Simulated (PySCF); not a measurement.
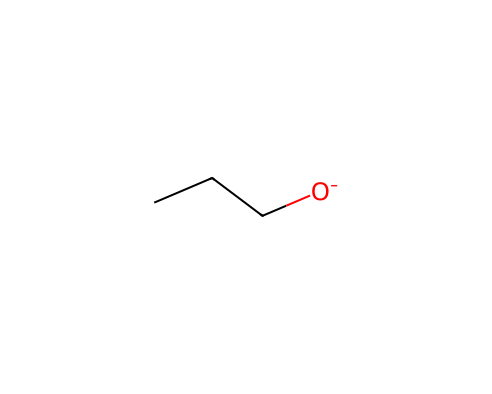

2D structure. Charge −1, singlet.

> Give its SMILES.

CCC[O-]

> Give the formula, hydrogens included.

C3H7O, charge -1.

More results for the same structure follow; atom numbers are the same in all pictures, views and colours differ. The geometry was computed by an optimisation with PBE0-D3(BJ)/def2-SVP. No frequency run is at hand to confirm it as a minimum.

**Geometry**

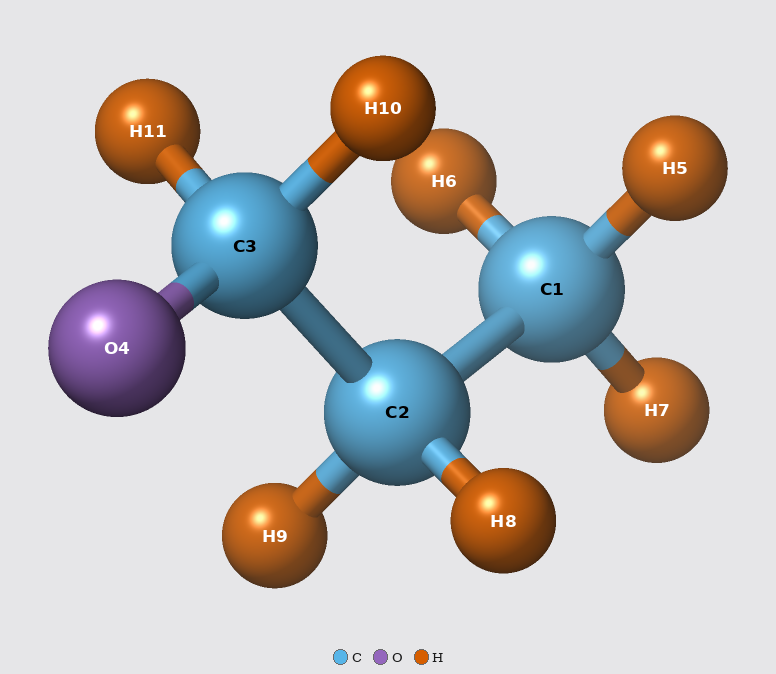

Atoms carry their numbers in the input. No frequency run is at hand to confirm it as a minimum.

Which atoms are bonded, and how long are the bonds?

```json
{"bond": "C1–C2", "length (Å)": "1.519", "order": "single"}
{"bond": "C1–H5", "length (Å)": "1.105", "order": "single"}
{"bond": "C1–H6", "length (Å)": "1.105", "order": "single"}
{"bond": "C1–H7", "length (Å)": "1.105", "order": "single"}
{"bond": "C2–C3", "length (Å)": "1.566", "order": "single"}
{"bond": "C2–H8", "length (Å)": "1.107", "order": "single"}
{"bond": "C2–H9", "length (Å)": "1.107", "order": "single"}
{"bond": "C3–O4", "length (Å)": "1.293", "order": "single"}
{"bond": "C3–H10", "length (Å)": "1.171", "order": "single"}
{"bond": "C3–H11", "length (Å)": "1.172", "order": "single"}
```

**Core levels**

No frequency run is at hand to confirm it as a minimum. Level of theory: delta-SCF UKS SCAN, pcX-2 on the ionised atom, pcseg-1 elsewhere, spin-free X2C (PySCF 2.14.0).

Give the core-electron binding energies (to vacuum) of C1 1s, C2 1s, C3 1s, O4 1s.

| atom | level | binding energy (eV) |
| --- | --- | --- |
| C1 | 1s | 286.2 |
| C2 | 1s | 285.0 |
| C3 | 1s | 285.7 |
| O4 | 1s | 528.6 |

**Charges**

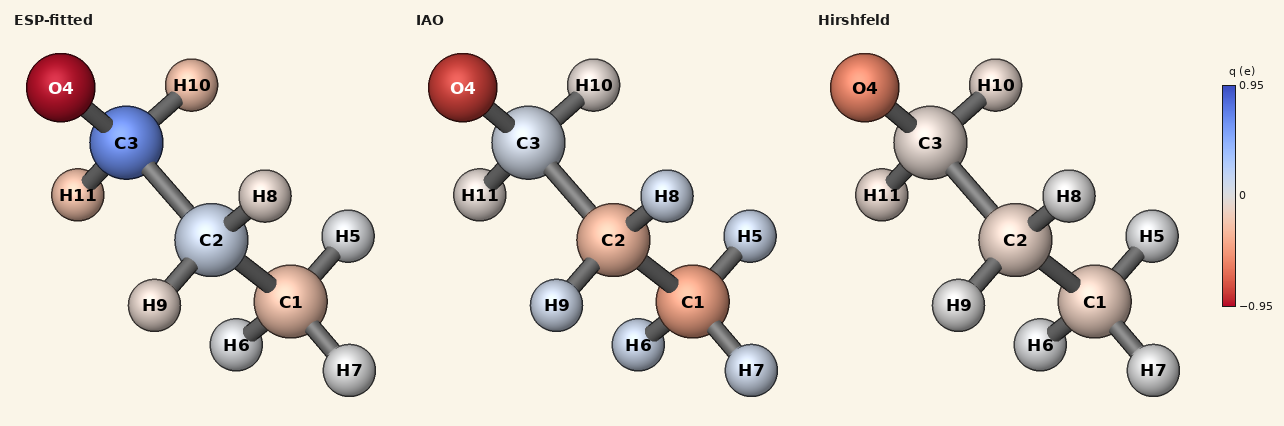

Atomic charges of one calculation by 3 schemes, on one colour scale. No frequency run is at hand to confirm it as a minimum. Computed with PBE0/pcSseg-1 (PySCF 2.14.0).

> On which atom do the schemes disagree most?

On C3 (from −0.07 to 0.63 e).

List the charges (e), one line for each set of equivalent atoms. Atoms whose distances differ by more than 0.02 Å in this geometry are listed apart.

| atom | ESP-fitted | IAO | Hirshfeld |
| --- | --- | --- | --- |
| C1 | −0.23 | −0.41 | −0.14 |
| C2 | 0.12 | −0.28 | −0.11 |
| C3 | 0.63 | 0.08 | −0.07 |
| O4 | −0.92 | −0.82 | −0.56 |
| H5 | 0.02 | 0.11 | 0.01 |
| H6 | 0.02 | 0.11 | 0.01 |
| H7 | 0.00 | 0.10 | 0.01 |
| H8 | −0.07 | 0.10 | 0.00 |
| H9 | −0.07 | 0.10 | 0.00 |
| H10 | −0.24 | −0.05 | −0.08 |
| H11 | −0.24 | −0.05 | −0.08 |

**NMR shielding**

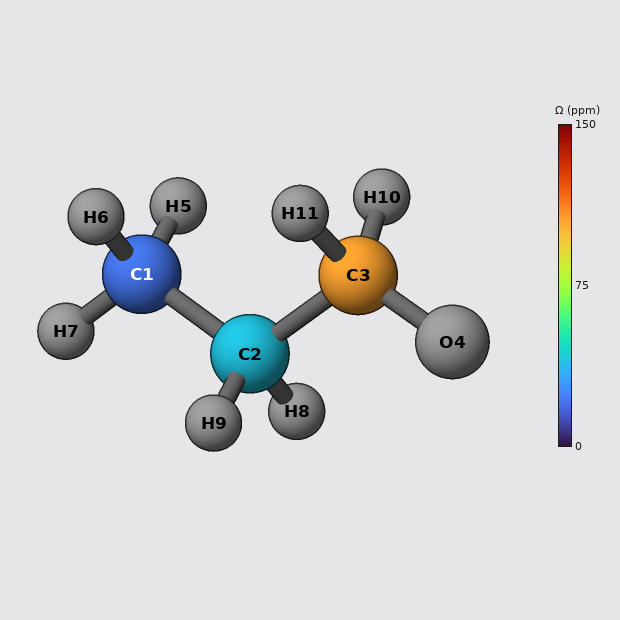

The C atoms are coloured by the span of their shielding tensor. No frequency run is at hand to confirm it as a minimum. Method: GIAO PBE0/pcSseg-1 NMR shielding, non-relativistic, gas phase (PySCF 2.14.0). Principal shieldings σ11 ≤ σ22 ≤ σ33, span Ω = σ33 − σ11, skew κ = 3(σiso − σ22)/Ω.

> Which C atom has the most anisotropic shielding?

C3, with a span of 105 ppm.

Give the shielding tensors of the C atoms.

```
atom    σ11    σ22    σ33   σiso      Ω     κ
  C1  167.9  169.2  190.1  175.7   22.1  0.89
  C2  126.5  129.1  166.7  140.8   40.2  0.87
  C3   55.7   62.2  160.8   92.9  105.1  0.88
```

Shieldings and span in ppm.
